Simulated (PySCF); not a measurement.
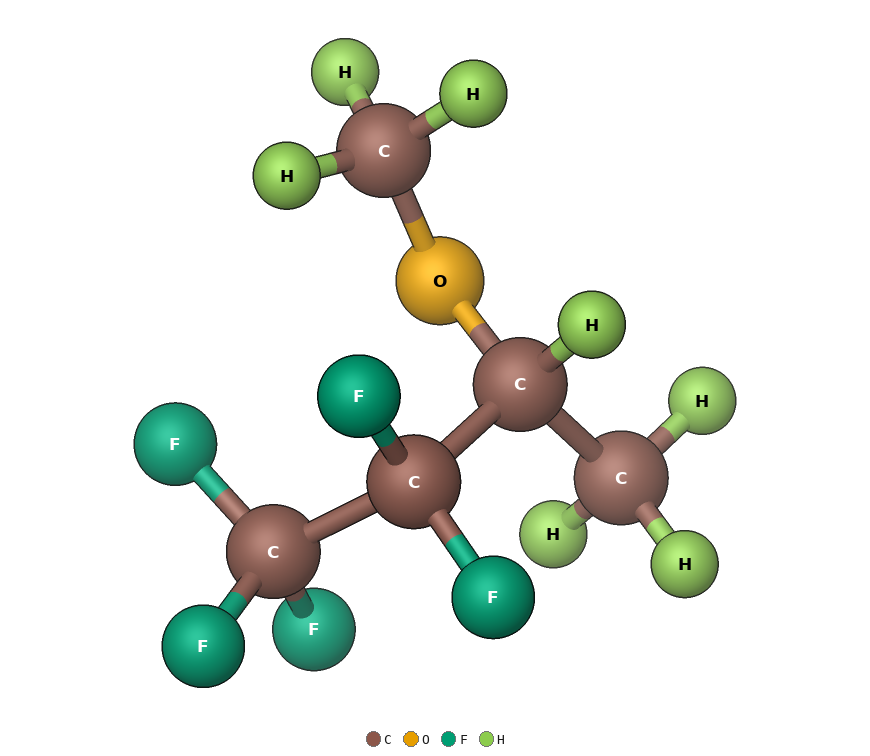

A ball-and-stick model of a molecule. Every bond is drawn as one stick, whatever its order.

Question: Give the formula.

Answer: C5H7F5O, 18 atoms: 5 carbon, 7 hydrogen, 5 fluorine and 1 oxygen.

Question: Does it have rings?

Answer: It has no ring.

The parts below concern this one geometry. Atoms keep their numbers from picture to picture. The geometry was computed by an optimisation with PBE0-D3(BJ)/def2-SVP. No frequency run is at hand to confirm it as a minimum.

**Geometry**

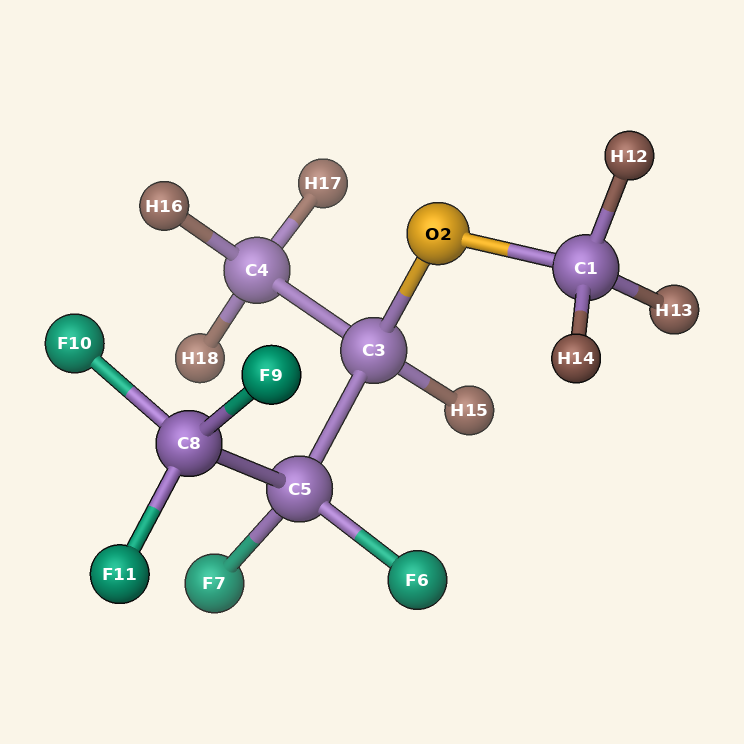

Distant atoms are faded towards the background colour. No frequency run is at hand to confirm it as a minimum.

Question: Which atoms or bonds are stereogenic?

Answer: Centres: C3.

Question: Assign CIP descriptors.

Answer: C3: R (priorities O2 > C5 > C4 > H15).

**Dipole moment**

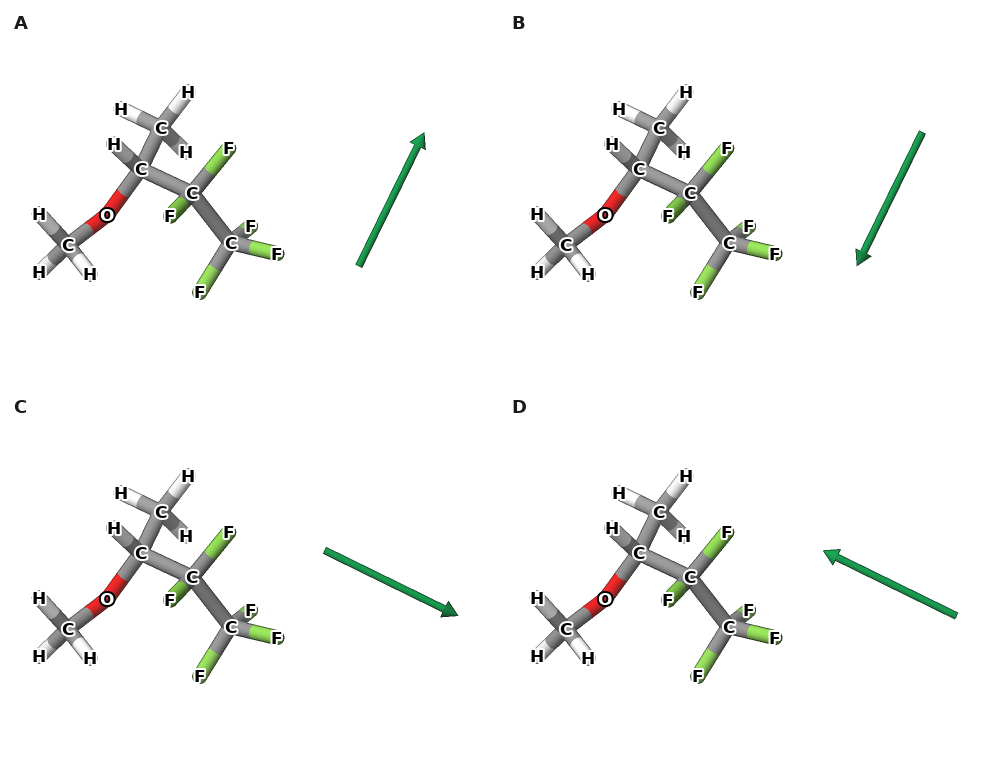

The same molecule four times, each with an arrow. No frequency run is at hand to confirm it as a minimum. Properties computed with B3LYP/pcJ-1, gas phase (PySCF 2.14.0).

Question: Which arrow points along the dipole moment, from the negative to the positive end?

Answer: D. The dipole moment is 2.15 D.

**Charges**

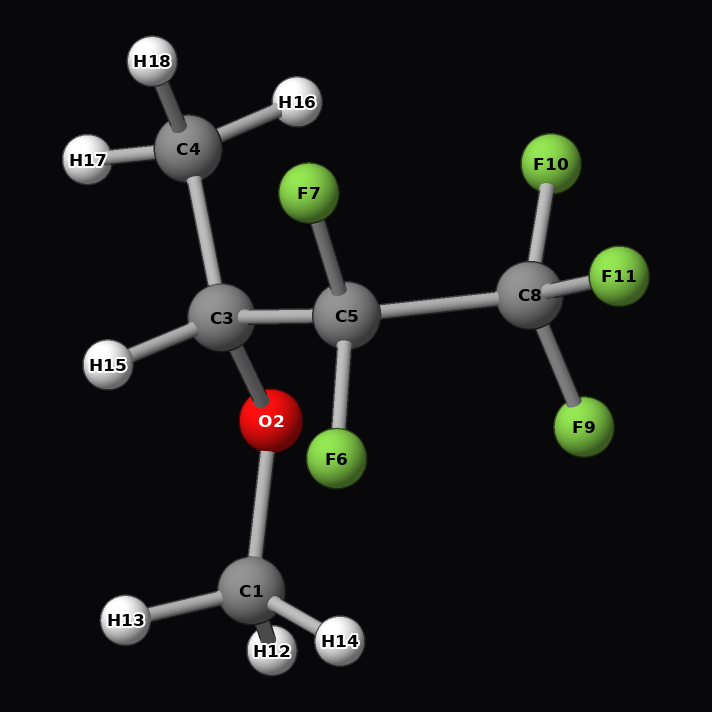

The questions are on Mulliken charges. No frequency run is at hand to confirm it as a minimum. Level of theory: PBE0/pcSseg-1, gas phase (PySCF 2.14.0).

Question: Which atom carries the highest charge (most positive or least negative)?

Answer: C8 (0.85 e).

Question: And the lowest?

Answer: O2 (−0.50 e).

List the Mulliken charges.

```
atom  value (e)
  C1      −0.04
  O2      −0.50
  C3      −0.04
  C4      −0.21
  C5       0.41
  F6      −0.29
  F7      −0.28
  C8       0.85
  F9      −0.25
 F10      −0.26
 F11      −0.25
 H12       0.13
 H13       0.09
 H14       0.11
 H15       0.13
 H16       0.14
 H17       0.13
 H18       0.13
```

**Polarisability**

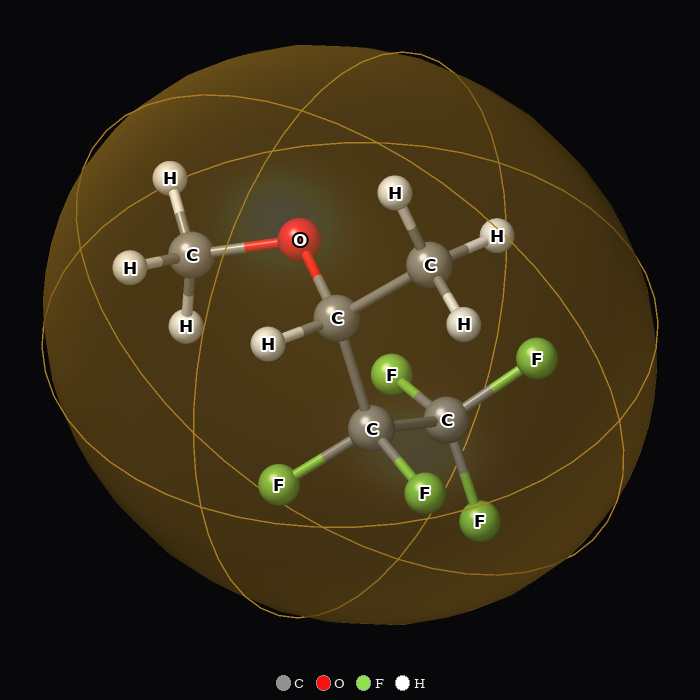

The ellipsoid shows the static dipole polarisability: its half-axes are proportional to the principal values. No frequency run is at hand to confirm it as a minimum. Level of theory: B3LYP/def2-SVPD (PySCF 2.14.0).

Question: How large and how anisotropic is the polarisability?

Answer: Principal values 64.6, 71.0, 75.9 bohr³; mean 70.5 bohr³ (10.45 Å³); anisotropy 9.9 bohr³, so the longest axis is 1.18 times the shortest.

Mulliken values depend strongly on the basis set and can even reverse the polarity of a bond.
